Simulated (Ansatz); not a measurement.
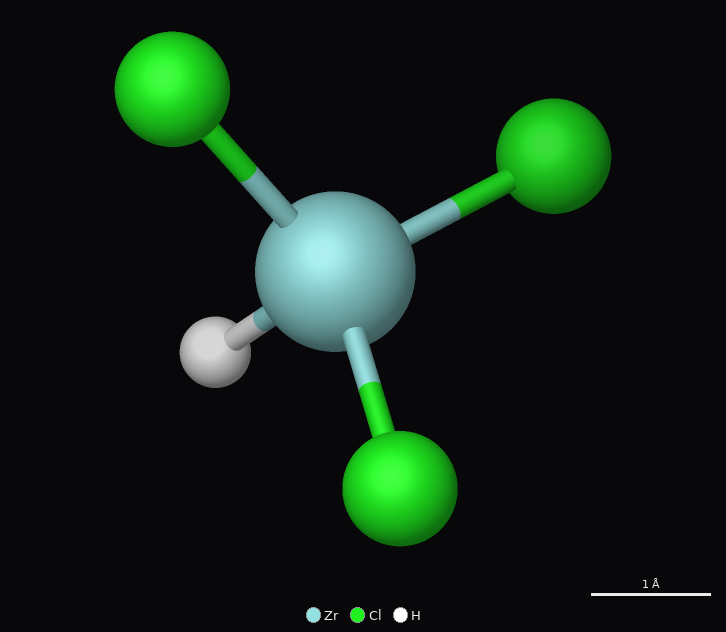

Rendered structure (ball-and-stick style). Every bond is drawn as one stick, whatever its order.

Charge 0, singlet.

Describe the molecule.

Formula Cl₃HZr. This geometry has C3v symmetry. Coordination: 1 Zr tetrahedral.

More results for the same structure follow; atom numbers are the same in all pictures, views and colours differ. The geometry was computed by an optimisation with PBE0-D4/def2-TZVP.

## Vibrations

Harmonic vibrations computed with RKS PBE0-D4/def2-TZVP, core potentials on Zr (Ansatz 0.2.0) at a stationary point of the same level.

How many vibrational modes are there, and where do they lie?

9 modes: 94, 96, 96, 388, 402, 402, 510, 510, 1756 cm⁻¹.

## Thermal motion

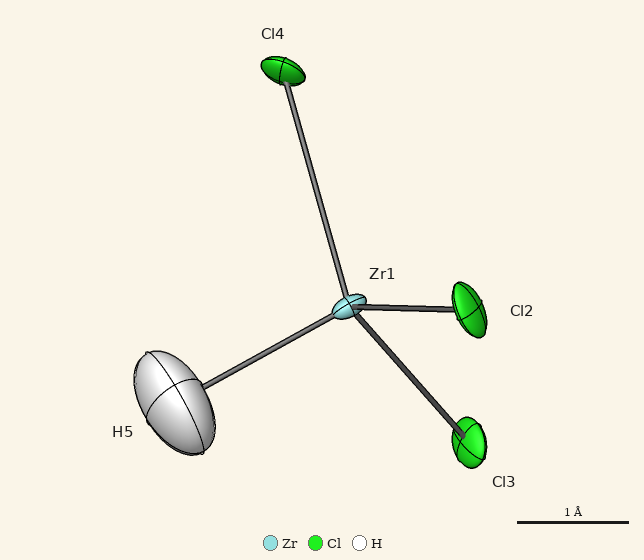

Displacement ellipsoids at the 50 % level, enlarged 1.5 times, from the internal vibrations of the free molecule (harmonic, no overall translation or rotation; no half-axis is drawn under 0.075 Å). Vibrations computed with RKS PBE0-D4/def2-TZVP, core potentials on Zr (Ansatz 0.2.0). Temperature: 400 K.

Which atom moves most?

H5, with U_eq = 0.0393 Å².

Does H5 move more along its bond or across it?

Across it: the root-mean-square amplitude is 0.126 Å along the bond and up to 0.226 Å across, since bending and torsion are softer than stretching.

List U_eq and the three principal root-mean-square amplitudes for each kind of atom.

| atom | U_eq (Å²) | rms amplitudes (Å) |
| --- | --- | --- |
| Zr1 | 0.0029 | 0.041, 0.041, 0.073 |
| Cl2, Cl3, Cl4 | 0.0079 | 0.043, 0.090, 0.118 |
| H5 | 0.0393 | 0.126, 0.226, 0.226 |

## Charges

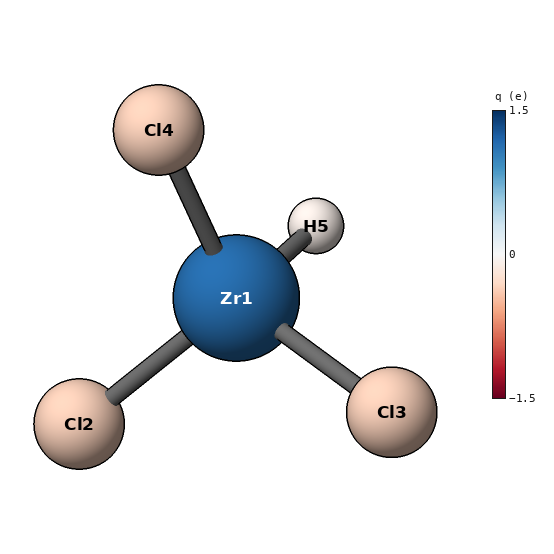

Atoms are coloured by their Mulliken charges. Level of theory: RKS PBE0-D4/def2-TZVP, core potentials on Zr (Ansatz 0.2.0).

Give the Mulliken charges atom by atom.

| atom | value (e) |
| --- | --- |
| Zr1 | 1.13 |
| Cl2 | −0.35 |
| Cl3 | −0.35 |
| Cl4 | −0.35 |
| H5 | −0.09 |

Mulliken values depend strongly on the basis set and can even reverse the polarity of a bond.
